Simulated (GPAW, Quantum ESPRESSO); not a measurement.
# C K-edge XANES of HfC (Fm-3m), part 2 of 4

Aim: the C K edge of HfC (Fm-3m) by two routes, a Lanczos recursion (XSpectra) and a sum over empty bands (GPAW), to see which features are robust.

Quantum ESPRESSO 7.5 and GPAW 26.7.0; core-hole supercells, plane-wave PAW PBE.

So far. Step 2 (The field without a hole (Quantum ESPRESSO)): The mesh shows no gap, so the system is treated as a metal and the core electron is put at the Fermi level (neutral cell). Step 3 (Spectrum without a core hole, C atom 2 (Quantum …): Main maxima below 24 eV (height): 5.6 eV (1.21), 8.7 eV (1.11), 9.8 eV (1.26), 11.4 eV (2.15), 12.6 eV (2.21) and 13.2 eV (2.19). A K edge sees empty p states on the absorber.

The database entry behind the starting cell differs from later determinations by our own check (about 0.2 % long), so it need not match the best structure at ambient conditions.

## Step 6: The atom with a core hole (Quantum ESPRESSO)

Level of this step: all-electron atom with a core hole and its PAW potential, PBE, scalar-relativistic (Quantum ESPRESSO).

The final state has one core electron fewer, so a PAW data set is made for an atom with that hole.

Input file C.pbe-n-kjpaw-1sch.ld1.in:

```
&input
   title='C', zed=6., rel=1, iswitch=3, dft='PBE',
   config='1s1 2s2 2p3'
/
&inputp
   file_pseudopw='C.pbe-n-kjpaw-1sch.UPF', author='',
   lpaw=.true.,
   pseudotype=3,
   lloc=-1,
   rcloc=0.9,
   which_augfun='PSQ',
   rmatch_augfun_nc=.true.,
   nlcc=.true.,
   new_core_ps=.true.,
   rcore=0.7,
   tm=.true.,
   zval=5,
   lgipaw_reconstruction=.true., use_paw_as_gipaw=.true.
/
4
2S  1  0  2.00  0.00  1.00  1.20  0.0
2S  1  0  0.00  3.00  1.00  1.20  0.0
2P  2  1  3.00  0.00  0.90  1.40  0.0
2P  2  1  0.00  0.05  0.90  1.40  0.0
```

The run is started by

```console
$ ld1.x < C.pbe-n-kjpaw-1sch.ld1.in > C.pbe-n-kjpaw-1sch.ld1.out
```

The log of the run:

```text
     [... banner and references ...]
PAW data will be used for GIPAW calculation
     --------------------------- All-electron run ----------------------------

     C
     scalar relativistic calculation

     atomic number is  6.00
     dft =PBE   lsd =0 sic =0 latt =0  beta=0.20 tr2=1.0E-14
     Exchange-correlation= PBE
                           (   1   4   3   4   0   0   0)
     mesh =1073 r(mesh) = 100.30751 a.u. xmin = -7.00 dx = 0.01250
     1 Ry =  13.60569312 eV, c = 137.03599908

     n l     nl                  e(Ry)          e(Ha)          e(eV)
     1 0     1S 1( 1.00)       -23.4640       -11.7320      -319.2436
     2 0     2S 1( 2.00)        -1.1962        -0.5981       -16.2757
     2 1     2P 1( 3.00)        -0.5604        -0.2802        -7.6246

     final scf error:  2.4E-16 reached in  35 iterations

     Etot =     -54.202028 Ry,     -27.101014 Ha,    -737.456164 eV

     Ekin =      53.964171 Ry,      26.982085 Ha,     734.219949 eV
     Encl =    -129.273525 Ry,     -64.636763 Ha,   -1758.855916 eV
     Eh   =      28.846477 Ry,      14.423239 Ha,     392.476315 eV
     Exc  =      -7.739151 Ry,      -3.869575 Ha,    -105.296512 eV

     normalization and overlap integrals

     s(1S/1S) =  1.000000  <r> =   0.2573  <r2> =    0.0891  r(max) =   0.1688
     s(1S/2S) = -0.000136
     s(2S/2S) =  1.000000  <r> =   1.4172  <r2> =    2.4371  r(max) =   1.0868
     s(2P/2P) =  1.000000  <r> =   1.4636  <r2> =    2.8156  r(max) =   0.9712

     ------------------------ End of All-electron run ------------------------

     --------------------- Generating PAW atomic setup --------------------

      Generating local potential from pseudized AE potential:
      Matching radius rcloc =   0.9000

[...]
(   1   4   3   4   0   0   0)
     mesh =1073 r(mesh) = 100.30751 a.u. xmin = -7.00 dx = 0.01250
     1 Ry =  13.60569312 eV, c = 137.03599908

     n l     nl                  e(Ry)          e(Ha)          e(eV)
[...]
final scf error:  2.4E-16 reached in  35 iterations

     Etot =     -54.202028 Ry,     -27.101014 Ha,    -737.456164 eV

     Ekin =      53.964171 Ry,      26.982085 Ha,     734.219949 eV
     Encl =    -129.273525 Ry,     -64.636763 Ha,   -1758.855916 eV
     Eh   =      28.846477 Ry,      14.423239 Ha,     392.476315 eV
     Exc  =      -7.739151 Ry,      -3.869575 Ha,    -105.296512 eV

     normalization and overlap integrals

     s(1S/1S) =  1.000000  <r> =   0.2573  <r2> =    0.0891  r(max) =   0.1688
     s(1S/2S) = -0.000136
     s(2S/2S) =  1.000000  <r> =   1.4172  <r2> =    2.4371  r(max) =   1.0868
     s(2P/2P) =  1.000000  <r> =   1.4636  <r2> =    2.8156  r(max) =   0.9712

     ------------------------ End of All-electron run ------------------------

     ---------------------- Testing the pseudopotential ----------------------

     C
     scalar relativistic calculation

     atomic number is  6.00   valence charge is  5.00
     dft = SLA  PW   PBX  PBC   lsd =0 sic =0 latt =0  beta=0.20 tr2=1.0E-14
     mesh =1073 r(mesh) = 100.30751 xmin = -7.00 dx = 0.01250

     n l     nl             e AE (Ry)        e PS (Ry)    De AE-PS (Ry)
     1 0     2S   1( 2.00)       -1.19625       -1.19626        0.00001
     2 1     2P   1( 3.00)       -0.56040       -0.56040        0.00000

     eps = 5.7E-17  iter =  4

     Etot =     -54.202028 Ry,     -27.101014 Ha,    -737.456164 eV
     Etotps =   -21.866405 Ry,     -10.933203 Ha,    -297.507603 eV

     Ekin =      19.284242 Ry,       9.642121 Ha,     262.375481 eV
     Encl =     -49.376826 Ry,     -24.688413 Ha,    -671.805945 eV
     Ehrt =      15.965327 Ry,       7.982664 Ha,     217.219341 eV
     Ecxc =      -7.739149 Ry,      -3.869574 Ha,    -105.296480 eV
     (Ecc =      -0.331590 Ry,      -0.165795 Ha,      -4.511508 eV)

     ---------------------- End of pseudopotential test ----------------------
```

It took 0.73 s on 1 MPI rank of Arm Neoverse V2, shared host; peak memory 0.12 GiB.

Removing the core electron and adding it to the valence shell costs the free atom 290.2 eV.

## Step 7: Supercell with XCH, C atom 2 (Quantum ESPRESSO)

The holes are 5.7 Å apart. The excited electron is kept in the cell, where it fills the lowest empty states and screens the hole.

Input file scf.in:

```
&control
   calculation='scf', prefix='x', pseudo_dir='../pp', outdir='tmp', tprnfor=.true.
/
&system
   ibrav=0, nat=12, ntyp=3, nbnd=60
   ecutwfc=46, ecutrho=360
   occupations='smearing', smearing='mv', degauss=0.015
/
&electrons
   conv_thr=1.2e-07, electron_maxstep=120
   mixing_beta=0.5
/
ATOMIC_SPECIES
Hf 1.0 Hf.pbe-spn-kjpaw.UPF
C0 1.0 C.pbe-n-kjpaw-1sch.UPF
C 1.0 C.pbe-n-kjpaw.UPF
CELL_PARAMETERS angstrom
  2.32500000 4.65000000 2.32500000
  4.65000000 -2.32500000 -2.32500000
  -2.32500000 4.65000000 -2.32500000
ATOMIC_POSITIONS crystal
Hf   0.75000000 0.00000000 0.75000000
Hf   0.25000000 0.33333333 0.91666667
Hf   0.75000000 0.66666667 0.08333333
Hf   0.75000000 0.33333333 0.41666667
Hf   0.25000000 0.66666667 0.58333333
Hf   0.25000000 0.00000000 0.25000000
C0   0.00000000 0.00000000 0.00000000
C    0.50000000 0.33333333 0.16666667
C    0.00000000 0.66666667 0.33333333
C    0.00000000 0.33333333 0.66666667
C    0.50000000 0.66666667 0.83333333
C    0.50000000 0.00000000 0.50000000
K_POINTS automatic
5 6 6 0 0 0
```

The run is started by

```console
$ OMP_NUM_THREADS=1 mpirun --oversubscribe --bind-to none -np 4 pw.x -nk 4 -in scf.in > scf.out
```

The log of the run:

```text
     [... banner and references ...]
[banner, memory and clock lines left out]
using ibrav=0 with symmetry is DISCOURAGED, use correct ibrav instead

     G-vector sticks info

     bravais-lattice index     =            0
     lattice parameter (alat)  =      10.7621  a.u.
     unit-cell volume          =    1017.7631 (a.u.)^3
     number of atoms/cell      =           12
     number of atomic types    =            3
     number of electrons       =        97.00
     number of Kohn-Sham states=           60
     kinetic-energy cutoff     =      46.0000  Ry
     charge density cutoff     =     360.0000  Ry
     scf convergence threshold =      1.2E-07
     mixing beta               =       0.5000
     number of iterations used =            8  plain     mixing
     Exchange-correlation= SLA  PW   PBX  PBC
                           (   1   4   3   4   0   0   0)

     celldm(1)=  10.762111  celldm(2)=   0.000000  celldm(3)=   0.000000
     celldm(4)=   0.000000  celldm(5)=   0.000000  celldm(6)=   0.000000

     crystal axes: (cart. coord. in units of alat)
               a(1) = (   0.408248   0.816497   0.408248 )
               a(2) = (   0.816497  -0.408248  -0.408248 )
               a(3) = (  -0.408248   0.816497  -0.408248 )

     reciprocal axes: (cart. coord. in units 2 pi/alat)
               b(1) = (  0.612372  0.612372  0.612372 )
               b(2) = (  0.816497  0.000000 -0.816497 )
               b(3) = ( -0.204124  0.612372 -1.020621 )

     PseudoPot. #1 for Hf:     Pseudo is Projector augmented-wave + core cor, Zval = 12.0

     ../pp/C.pbe-n-kjpaw-1sch.UPF
     Pseudo is Projector augmented-wave + core cor, Zval =  5.0
[...]
End of self-consistent calculation

          k = 0.0000 0.0000 0.0000 (  5345 PWs)   bands (ev):

   -45.7462 -45.7099 -45.7026 -45.7025 -45.6813 -45.6774 -14.8376 -14.6788
   -14.6604 -14.6178 -14.5909 -14.5835 -14.5684 -14.5104 -14.4725 -14.3340
   -14.3249 -14.3161 -14.2833 -14.2231 -14.2193 -14.1581 -14.1561 -14.1528
     2.5564   4.4809   6.0998   6.1423   6.1482   6.8335   9.1351  10.5053
    10.5268  11.2012  11.2566  11.8617  12.1186  12.2054  12.6657  12.7378
    12.7751  12.7817  13.1688  13.1947  13.3518  15.9140  15.9685  16.0081
    16.8421  16.8422  16.8424  18.0090  18.2213  18.8530  18.8531  18.9337
    18.9442  19.0913  19.1823  20.5591

     [... bands of 54 further k-points ...]

     the Fermi energy is    15.7955 ev

!    total energy              =   -4293.11272698 Ry
     total all-electron energy =   -181378.841933 Ry
     estimated scf accuracy    <       0.00000011 Ry
     smearing contrib. (-TS)   =      -0.00044522 Ry
     internal energy E=F+TS    =   -4293.11228176 Ry

     The total energy is F=E-TS. E is the sum of the following terms:
     one-electron contribution =     -36.09188953 Ry
     hartree contribution      =      79.51646374 Ry
     xc contribution           =    -277.74082887 Ry
     ewald contribution        =    -579.76150415 Ry
     one-center paw contrib.   =   -3479.03452295 Ry

     convergence has been achieved in  13 iterations

     Forces acting on atoms (cartesian axes, Ry/au):

     atom    1 type  1   force =    -0.00302357   -0.00884657   -0.00302357
     atom    2 type  1   force =     0.00737358    0.00174379    0.00189436
     atom    3 type  1   force =    -0.00737358   -0.00174379   -0.00189436
[...]
atom   11 type  3   force =     0.00011125    0.00000000   -0.00011125
     atom   12 type  3   force =    -0.00000000   -0.00000000    0.00000000

     Total force =     0.021108     Total SCF correction =     0.000146

     XML data file, charge density, pseudopotentials, collected wavefunctions
```

Wall time 2.2 min (4 MPI ranks); peak memory 0.3 GiB; 8.7 min of CPU time.

Energy with the hole: -2467784.862 eV, cores included.

## Step 8: Spectrum with XCH, C atom 2 (Quantum ESPRESSO)

The Lanczos recursion gives the spectrum without computing empty bands; each polarisation needs a run of its own on the full k mesh. xe0 is set between filled and empty states, and states below it are cut, here at the Fermi level, which holds the excited electron. The file of filecore holds the core orbital, taken from the hole-free data set.

Input file xspectra.in:

```
&input_xspectra
   calculation='xanes_dipole', edge='K'
   prefix='x', outdir='tmp', xiabs=2, xe0=15.7955
   xonly_plot=.false., x_save_file='xanes.sav'
   xniter=3000, xcheck_conv=20, xerror=0.005
   xcoordcrys=.false., xepsilon(1)=1, xepsilon(2)=0, xepsilon(3)=0
/
&plot
   xnepoint=413, xemin=-10, xemax=45, terminator=.true., cut_occ_states=.true.
   xgamma=0.4
/
&pseudos
   filecore='../C.wfc'
/
&cut_occ
   cut_desmooth=0.1, cut_stepl=0.05, cut_stepu=0.05, cut_ierror=1e-5
/
6 6 6 0 0 0
```

xspectra_1.in, as its differences from xspectra.in of step 8:

```diff
@@ -5,3 +5,3 @@
    xniter=3000, xcheck_conv=20, xerror=0.005
-   xcoordcrys=.false., xepsilon(1)=1, xepsilon(2)=0, xepsilon(3)=0
+   xcoordcrys=.false., xepsilon(1)=0, xepsilon(2)=1, xepsilon(3)=0
 /
```

The run is started by

```console
$ OMP_NUM_THREADS=1 mpirun --oversubscribe --bind-to none -np 4 xspectra.x -nk 4 -in xspectra.in > xspectra.out
```

The log of the run:

```text
     [... banner and references ...]
Reading input_file

     calculation: xanes_dipole

     xepsilon  [cartesian coordinates]:   1.000000   0.000000   0.000000

     xonly_plot: FALSE
        => complete calculation: Lanczos + spectrum plot

     filecore (core-wavefunction file): ../C.wfc

     main plot parameters:
        cut_occ_states: TRUE
        gamma_mode:  constant
        -> using xgamma [eV]:  0.40
        xemin [eV]: -10.00
        xemax [eV]:  45.00
        xnepoint:  413
        xe0 [eV]:  15.795500 (energy zero read in input file)

     WARNING: variable ef_r is obsolete

                      Reading SCF save directory: x.save

     tmp/x.save/

     Exchange-correlation= PBE
                           (   1   4   3   4   0   0   0)

     G-vector sticks info

                           Getting the Fermi energy

     From SCF save directory:
        ehomo [eV]:   16.1291 (highest occupied level)
        elumo [eV]:   16.1816 (lowest occupied level)
        ef    [eV]:   16.1291

     -> ef (in eV) will be written in x_save_file

                           Energy zero of the spectrum

     -> ef will NOT be used as energy zero of the spectrum
       (because xe0 read in input file)

     G-vector sticks info

     bravais-lattice index     =            0
     lattice parameter (alat)  =      10.7621  a.u.
     unit-cell volume          =    1017.7631 (a.u.)^3
     number of atoms/cell      =           12
     number of atomic types    =            3
     number of electrons       =        97.00
     number of Kohn-Sham states=           60
     kinetic-energy cutoff     =      46.0000  Ry
     charge density cutoff     =     360.0000  Ry
     Exchange-correlation= PBE
                           (   1   4   3   4   0   0   0)

     celldm(1)=  10.762111  celldm(2)=   0.000000  celldm(3)=   0.000000
     celldm(4)=   0.000000  celldm(5)=   0.000000  celldm(6)=   0.000000

     crystal axes: (cart. coord. in units of alat)
               a(1) = (   0.408248   0.816497   0.408248 )
               a(2) = (   0.816497  -0.408248  -0.408248 )
               a(3) = (  -0.408248   0.816497  -0.408248 )

     reciprocal axes: (cart. coord. in units 2 pi/alat)
               b(1) = (  0.612372  0.612372  0.612372 )
               b(2) = (  0.816497  0.000000 -0.816497 )
               b(3) = ( -0.204124  0.612372 -1.020621 )

     PseudoPot. #1 for Hf:     Pseudo is Projector augmented-wave + core cor, Zval = 12.0

     ../pp/C.pbe-n-kjpaw-1sch.UPF
     Pseudo is Projector augmented-wave + core cor, Zval =  5.0
     Shape of augmentation charge: PSQ
     Using radial grid of 1073 points,  4 beta functions with:
                l(1) =   0
                l(2) =   0
                l(3) =   1
                l(4) =   1
     Q(r) pseudized with 0 coefficients

     ../pp/C.pbe-n-kjpaw.UPF
     Pseudo is Projector augmented-wave + core cor, Zval =  4.0
     Shape of augmentation charge: PSQ
     Using radial grid of 1073 points,  4 beta functions with:
                l(1) =   0
                l(2) =   0
                l(3) =   1
                l(4) =   1
     Q(r) pseudized with 0 coefficients

     atomic species   valence    mass     pseudopotential
     Hf               12.00     1.00000     Hf( 1.00)
     C0                5.00     1.00000     C ( 1.00)
     C                 4.00     1.00000     C ( 1.00)

      4 Sym. Ops., with inversion, found

   Cartesian axes

     site n.     atom                  positions (alat units)
         1        Hf     tau(   1) = (   0.0000000   1.2247449   0.0000000  )
         2        Hf     tau(   2) = (  -0.0000000   0.8164966  -0.4082483  )
         3        Hf     tau(   3) = (   0.8164966   0.4082483  -0.0000000  )
         4        Hf     tau(   4) = (   0.4082483   0.8164966   0.0000000  )
         5        Hf     tau(   5) = (   0.4082483   0.4082483  -0.4082483  )
         6        Hf     tau(   6) = (   0.0000000   0.4082483   0.0000000  )
         7        C0     tau(   7) = (   0.0000000   0.0000000   0.0000000  )
[...]
12        C      tau(  12) = (   0.0000000   0.8164966   0.0000000  )

     number of k points=   216  Marzari-Vanderbilt smearing, width (Ry)=  0.0150

     Number of k-points >= 100: set verbosity='high' to print them.

     Dense  grid:   117317 G-vectors     FFT dimensions: (  72,  72,  72)

     Smooth grid:    42851 G-vectors     FFT dimensions: (  48,  48,  48)

     The potential is recalculated from file :
     tmp/x.save/charge-density

     Starting wfcs are   84 atomic wfcs
     Checking if some PAW data can be deallocated...

               Reading core wavefunction file for the absorbing atom

     ../C.wfc successfully read

                              Attributing the PAW radii
                     for the absorbing atom [units: Bohr radius]

        PAW proj 1: r_paw(l= 0)= 1.80  (1.5*r_cut)
        PAW proj 2: r_paw(l= 0)= 1.80  (1.5*r_cut)
        PAW proj 3: r_paw(l= 1)= 2.10  (1.5*r_cut)
        PAW proj 4: r_paw(l= 1)= 2.10  (1.5*r_cut)

        NB: The calculation will not necessary use all these r_paw values.
            - For a edge in the electric-dipole approximation,
              only the r_paw(l=1) values are used.
            - For a K edge in the electric-quadrupole approximation,
              only the r_paw(l=2) values are used.

            - For a L2 or L3 edge in the electric-quadrupole approximation,

              all projectors (s, p and d) are used.

     init_gipaw_1: projectors nearly linearly dependent:
     ntyp =  1, l/n1/n2 =  1 2 1  0.99852334
     init_gipaw_1: projectors nearly linearly dependent:
     ntyp =  1, l/n1/n2 =  2 2 1  0.99895236
     init_gipaw_1: projectors nearly linearly dependent:
     ntyp =  3, l/n1/n2 =  1 2 1  0.99428698

                          Starting XANES calculation
                     in the electric dipole approximation

     Method of calculation based on the Lanczos recursion algorithm
        - STEP 1: Construction of a kpoint-dependent Lanczos basis,
          in which the Hamiltonian is tridiagonal (each 'iter'
          corresponds to the calculation of one more Lanczos vector)
        - STEP 2: Calculation of the cross-section as a continued fraction
          averaged over the k-points.

     ... Begin STEP 1 ...

        Radial transition matrix element(s) used in the calculation of the
        initial vector of the Lanczos basis (|tilde{phi}_abs> normalized)
        | For PAW proj. (l=1) #1: radial matrix element =   0.218918377
        | For PAW proj. (l=1) #2: radial matrix element =   0.251777662

NB: the    54 k-point are not all listed below because npool=  4
        |-------------------------------------------------------------
        ! k-point #     1:  ( 0.0000,  0.0000,  0.0000),  0.0093,   1
        |-------------------------------------------------------------
 okvan= T
        |   Norm of the initial Lanczos vector: 0.17033814E+00
        |   Estimated error at iter     20:   1.00675243
        |   Estimated error at iter     40:   0.46956263
        |   Estimated error at iter     60:   0.25981453
        |   Estimated error at iter     80:   0.25452575
        |   Estimated error at iter    100:   0.34172951
[...]
!   => CONVERGED at iter    360 with error=  0.00400444
        |-------------------------------------------------------------
        ! k-point #     2:  (-0.0340,  0.1021, -0.1701),  0.0093,   1
        |-------------------------------------------------------------
 okvan= T
        |   Norm of the initial Lanczos vector: 0.17033829E+00
[...]
!   => CONVERGED at iter    480 with error=  0.00458023
        |-------------------------------------------------------------
     [... 51 further k-points ...]
        ! k-point #    54:  ( 0.2041,  0.6124, -1.0206),  0.0093,   1
        |-------------------------------------------------------------
 okvan= T
        |   Norm of the initial Lanczos vector: 0.17033962E+00
[...]
|   Estimated error at iter    360:   0.01256625
        |   Estimated error at iter    380:   0.00928902
        |   Estimated error at iter    400:   0.00772661
        !   => CONVERGED at iter    420 with error=  0.00341668

     Results of STEP 1 successfully written in x_save_file
     x_save_file name:
     ->  xanes.sav
     x_save_file version:  2

     ... End STEP 1 ...

     ... Begin STEP 2 ...

     The spectrum is calculated using the following parameters:
        xe0 [eV]:   15.7955
        the occupied states are elimintate from the spectrum
        xemin [eV]: -10.00
        xemax [eV]:  45.00
        xnepoint:  413
        constant broadening parameter [eV]:    0.400
        Core level energy [eV]:  -284.2
         (from electron binding energy of neutral atoms in X-ray data booklet)

     Cross-section successfully written in xanes.dat

     ... End STEP 2 ...

                                END JOB XSpectra
```

Run time: 4.8 min. Hardware: 4 MPI ranks; peak memory 0.19 GiB.

The C K spectrum, C atom 2, excited-electron core hole (neutral cell) (energy from the energy zero of the input (xe0, at the border of filled and empty states); intensity scaled to a mean of 1 over the first 20 eV; the points at xe0, where the cut of filled states can leave a spike, are interpolated):

```csv
E (eV),intensity
-2.0,0.05
-0.5,0.16
1.0,0.66
2.5,0.96
4.0,1.28
5.5,1.37
7.0,1.13
8.5,1.47
10.0,2.14
11.5,1.66
13.0,1.01
14.5,0.57
16.0,0.61
17.5,0.24
19.0,0.22
20.5,0.46
22.0,0.29
23.5,0.87
25.0,0.67
26.5,1.33
28.0,1.34
29.5,0.63
31.0,0.45
```

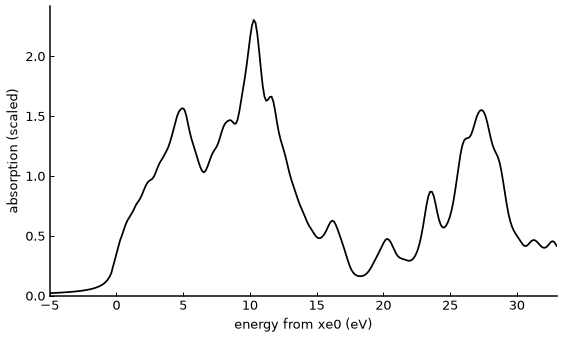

The C K edge, C atom 2, excited-electron core hole (neutral cell): main maxima at 5.0, 10.3 and 11.6 eV.

Main maxima below 24 eV (height): 5.0 eV (1.57), 10.3 eV (2.30), 11.6 eV (1.66), 16.2 eV (0.63), 20.3 eV (0.48) and 23.6 eV (0.87). A K edge sees empty p states; the first features are C p mixed into the empty d states of the Hf neighbours, and the broad ones above probably into the cations' higher empty bands.

The total-energy difference is 287.91 eV. One term is added: -6.71 eV, since the hole is spin-paired here and a spin-polarised one costs that much less in the free atom (computed apart). The photon energy is then 281.20 eV. The functional leaves an error of a few eV in such absolute values.

(Continued in part 3 of 4.)

[Banner, clock and machine lines of the logs are left out without a mark of their own.]

[Logs are printed without paths, hosts, clocks, repeated set-up lines and the standing remarks that a program may print on its own settings, such as how far it seeks lower states.]

[Hosts, paths, dates, database ids (printed as entryN), source tags and the programs' standing remarks are cut or masked in the printed files.]

[Lists of maxima count a maximum above −3 eV only where it reaches 4 % of the highest in the window and stands out from its surroundings by 2 % of it (1.5 % where it reaches 55 %); shoulders and weaker maxima are passed over, and of the rest the first, up to two pre-edge ones and the few strongest are named.]
